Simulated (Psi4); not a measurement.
# Run report: CH$_{3}$Cl$_{2}$Si, single-point calculation (part 2 of 2)

The same run, continued: CH$_{3}$Cl$_{2}$Si, multiplicity 2, SMILES [CH2][SiH](Cl)Cl; B3LYP/aug-cc-pVTZ, UKS (Psi4 1.11). The geometry comes from this level: PBE0-D4/def2-TZVP.

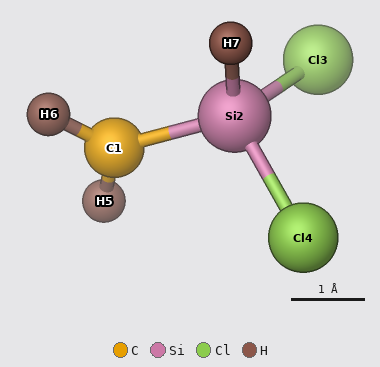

The structure as given in the input (ball-and-stick view, seen at a tilt; atoms are numbered from 1 in the order of the input).

What the program printed, continued:
```
     249A      4.443045   250A      4.463054   251A      4.466337
     252A      4.687405   253A      4.764550   254A      4.857081
     255A      4.915439   256A      4.933887   257A      4.970145
     258A      5.185958   259A      5.356796   260A      5.518712
     261A      6.039425   262A      6.177648   263A      6.576485
     264A      7.216918   265A     14.722899

    Beta Occupied:

       1A   -101.562506     2A   -101.562454     3A    -66.208445
       4A    -10.199633     5A     -9.468967     6A     -9.468911
       7A     -7.229228     8A     -7.229162     9A     -7.224404
      10A     -7.224351    11A     -7.224225    12A     -7.224168
      13A     -5.347956    14A     -3.708332    15A     -3.706852
      16A     -3.704411    17A     -0.852404    18A     -0.826811
      19A     -0.680481    20A     -0.533813    21A     -0.453203
      22A     -0.415327    23A     -0.405632    24A     -0.399689
      25A     -0.345678    26A     -0.341767    27A     -0.329508
      28A     -0.323916

    Beta Virtual:

      29A     -0.128072    30A     -0.011121    31A     -0.006278
      32A      0.004861    33A      0.013704    34A      0.016970
      35A      0.036558    36A      0.039994    37A      0.040445
      38A      0.053415    39A      0.057192    40A      0.060679
      41A      0.066556    42A      0.069003    43A      0.083492
      44A      0.089315    45A      0.096987    46A      0.104557
      47A      0.106961    48A      0.115425    49A      0.119295
      50A      0.135085    51A      0.136312    52A      0.140038
      53A      0.147322    54A      0.158344    55A      0.171420
      56A      0.171569    57A      0.173349    58A      0.209493
      59A      0.219152    60A      0.226900    61A      0.227344
      62A      0.236312    63A      0.241369    64A      0.243317
      65A      0.259245    66A      0.268505    67A      0.269571
      68A      0.280143    69A      0.281977    70A      0.292752
      71A      0.319022    72A      0.320525    73A      0.327821
      74A      0.345470    75A      0.347612    76A      0.361002
      77A      0.375335    78A      0.380690    79A      0.382842
      80A      0.385258    81A      0.401912    82A      0.406029
      83A      0.425362    84A      0.435718    85A      0.456943
      86A      0.482815    87A      0.487360    88A      0.488044
      89A      0.511822    90A      0.515443    91A      0.520357
      92A      0.525177    93A      0.548504    94A      0.549314
      95A      0.588086    96A      0.592083    97A      0.604340
      98A      0.607513    99A      0.612527   100A      0.615836
     101A      0.649746   102A      0.653559   103A      0.660002
     104A      0.670216   105A      0.700782   106A      0.706994
     107A      0.711314   108A      0.730805   109A      0.756229
     110A      0.768616   111A      0.771862   112A      0.780500
     113A      0.788616   114A      0.797691   115A      0.800667
     116A      0.809169   117A      0.815157   118A      0.828192
     119A      0.840010   120A      0.842523   121A      0.867200
     122A      0.870085   123A      0.881758   124A      0.886686
     125A      0.910111   126A      0.945556   127A      0.966060
     128A      0.970441   129A      0.973160   130A      0.977101
     131A      0.994670   132A      1.000882   133A      1.003193
     134A      1.007353   135A      1.049664   136A      1.058008
     137A      1.065838   138A      1.087750   139A      1.099654
     140A      1.116017   141A      1.157890   142A      1.171352
     143A      1.174359   144A      1.212086   145A      1.214361
     146A      1.235837   147A      1.238081   148A      1.249069
     149A      1.259436   150A      1.276222   151A      1.287302
     152A      1.294944   153A      1.316569   154A      1.331825
     155A      1.333252   156A      1.344266   157A      1.388987
     158A      1.398156   159A      1.409193   160A      1.437387
     161A      1.454243   162A      1.472174   163A      1.474683
     164A      1.508449   165A      1.550675   166A      1.552954
     167A      1.572446   168A      1.575422   169A      1.608178
     170A      1.634702   171A      1.642896   172A      1.693005
     173A      1.737757   174A      1.745405   175A      1.745841
     176A      1.770507   177A      1.785731   178A      1.828950
     179A      1.886465   180A      1.918903   181A      1.934918
     182A      1.936550   183A      1.952436   184A      1.962187
     185A      2.138822   186A      2.230633   187A      2.248513
     188A      2.251426   189A      2.288090   190A      2.299280
     191A      2.337452   192A      2.361947   193A      2.380455
     194A      2.396300   195A      2.420559   196A      2.444754
     197A      2.535631   198A      2.564439   199A      2.618462
     200A      2.642352   201A      2.663947   202A      2.702437
     203A      2.717837   204A      2.765623   205A      2.788429
     206A      2.789693   207A      2.794512   208A      2.795637
     209A      2.846664   210A      2.867584   211A      2.885843
     212A      2.922039   213A      2.935524   214A      2.951291
     215A      2.956216   216A      2.983258   217A      3.003297
     218A      3.017831   219A      3.026570   220A      3.075385
     221A      3.093642   222A      3.116408   223A      3.249777
     224A      3.302433   225A      3.326566   226A      3.356150
     227A      3.412387   228A      3.465437   229A      3.478155
     230A      3.513661   231A      3.574830   232A      3.578961
     233A      3.643891   234A      3.645857   235A      3.683737
     236A      3.766060   237A      3.801460   238A      3.820491
     239A      3.826673   240A      3.844818   241A      3.929909
     242A      3.932721   243A      3.956021   244A      4.112264
     245A      4.119368   246A      4.261979   247A      4.334566
     248A      4.391016   249A      4.449564   250A      4.465800
     251A      4.467446   252A      4.687580   253A      4.785123
     254A      4.854956   255A      4.934859   256A      4.942011
     257A      4.973169   258A      5.190959   259A      5.359234
     260A      5.527021   261A      6.040206   262A      6.181411
     263A      6.576984   264A      7.217930   265A     14.740449

    Final Occupation by Irrep:
              A
    DOCC [    28 ]
    SOCC [     1 ]
    NA   [    29 ]
    NB   [    28 ]

  @DF-UKS Final Energy: -1249.97174656417769

   => Energetics <=

    Nuclear Repulsion Energy =            261.7891437829800907
    One-Electron Energy =               -2246.5789588038542206
    Two-Electron Energy =                 802.5138333922029688
    DFT Exchange-Correlation Energy =     -67.6957649355065172
    Empirical Dispersion Energy =           0.0000000000000000
    VV10 Nonlocal Energy =                  0.0000000000000000
    Total Energy =                      -1249.9717465641776926

  UHF NO Occupations:
  HONO-2 :   27  A 1.9997702
  HONO-1 :   28  A 1.9988379
  HONO-0 :   29  A 1.0000000
  LUNO+0 :   30  A 0.0011621
  LUNO+1 :   31  A 0.0002298
  LUNO+2 :   32  A 0.0002170
  LUNO+3 :   33  A 0.0001386

Computation Completed

Properties will be evaluated at   0.000000,   0.000000,   0.000000 [a0]

Properties computed using the SCF density matrix

 Multipole Moments:

 ------------------------------------------------------------------------------------
     Multipole            Electronic (a.u.)      Nuclear  (a.u.)        Total (a.u.)
 ------------------------------------------------------------------------------------

 L = 1.  Multiply by 2.5417464519 to convert [e a0] to [Debye]
 Dipole X            :          1.7267258           -1.9619314           -0.2352057
 Dipole Y            :         -4.3693487            4.9504236            0.5810749
 Dipole Z            :         -3.4136953            3.8587550            0.4450597
 Magnitude           :                                                    0.7687964

 ------------------------------------------------------------------------------------

	total time  =        115 seconds =       1.92 minutes

  Variable Map:
  ----------------------------------------------------------------------------
  "CURRENT ENERGY"              =>   -1249.971746564178
  "CURRENT REFERENCE ENERGY"    =>   -1249.971746564178
  "DD SOLVATION ENERGY"         =>       0.000000000000
  "DFT FUNCTIONAL TOTAL ENERGY" =>   -1249.971746564178
  "DFT TOTAL ENERGY"            =>   -1249.971746564178
  "DFT VV10 ENERGY"             =>       0.000000000000
  "DFT XC ENERGY"               =>     -67.695764935507
  "GRID ELECTRONS ALPHA"        =>      29.000000296767
  "GRID ELECTRONS BETA"         =>      27.999999967598
  "GRID ELECTRONS TOTAL"        =>      57.000000264365
  "NUCLEAR REPULSION ENERGY"    =>     261.789143782980
  "ONE-ELECTRON ENERGY"         =>   -2246.578958803854
  "PCM POLARIZATION ENERGY"     =>       0.000000000000
  "PE ENERGY"                   =>       0.000000000000
  "SCF ITERATION ENERGY"        =>   -1249.971746564178
  "SCF ITERATIONS"              =>      10.000000000000
  "SCF TOTAL ENERGY"            =>   -1249.971746564178
  "TWO-ELECTRON ENERGY"         =>     802.513833392203
  "XC GRID RADIAL POINTS"       =>      99.000000000000
  "XC GRID SPHERICAL POINTS"    =>     590.000000000000
  "XC GRID TOTAL POINTS"        =>  392650.000000000000

  Array Variable Map:
  ----------------------------------------------------------------------------
  "CURRENT DIPOLE"              =>      -0.235205653971 ... 0.445059728239 1 by 3
  "SCF DIPOLE"                  =>      -0.235205653971 ... 0.445059728239 1 by 3
  "SCF TOTAL ENERGIES"          =>   -1249.591392544337 ... -1249.971746564178 1 by 11

    Psi4 run time: 0:01:54.81
```

This output came from the following input.

The input (calc.dat):
```
memory 1600 MB

molecule molecule1 {
  0 2
  C     -0.692700     0.892600     0.197500
  Si     0.466300    -0.499500    -0.003900
  Cl     1.593800    -0.235400    -1.694300
  Cl    -0.574000    -2.252500    -0.209200
  H     -1.447700     1.127200    -0.545500
  H     -0.668800     1.540600     1.067500
  H      1.384500    -0.641000     1.142000
  units angstrom
  symmetry c1
}

set globals {
  basis                aug-cc-pVTZ
  reference            uks
  puream               true
  scf_type             df
  dft_radial_points    99
  dft_spherical_points 590
  maxiter              100
}

energy('b3lyp')
print_variables()
```

Run as:
```bash
psi4 calc.dat calc.out -n 1
```

Results in brief:

| quantity | value |
| --- | --- |
| outcome | converged |
| total energy | −1249.971747 hartree |
| basis functions | 265 |
| ⟨S²⟩ | 0.754 |
| dipole moment | 1.95 D |
| hardware | 1 thread of AMD EPYC (Zen 3), 24 GiB of memory available, shared host |
| wall time | 1.9 min |
| peak memory | 1.3 GiB |
